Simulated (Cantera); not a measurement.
Input: 1 mol Zr, 3.3 mol H₂O, a varied amount of H₂, at 2198.15 K and 0.960 Pa.

These are equilibrium values from Cantera (NASA tables, ideal gas, pure condensed phases), not measurements of a reactor. Candidate condensed phases: H₂O, Zr, ZrO₂; 12 gas species. Equilibrium is a limit: real reactors are often held back by kinetics, nucleation or transport.

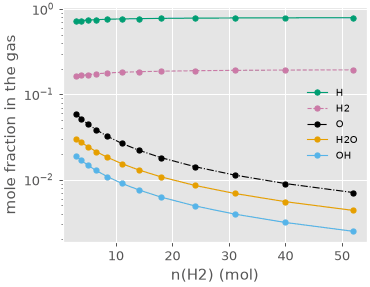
Equilibrium gas composition (values under 1e-9 drawn at 1e-9)

From 3 mol H₂ to 52 mol H₂ the condensed part is ZrO₂(tetragonal). The main Zr-bearing gas is ZrO₂ throughout.
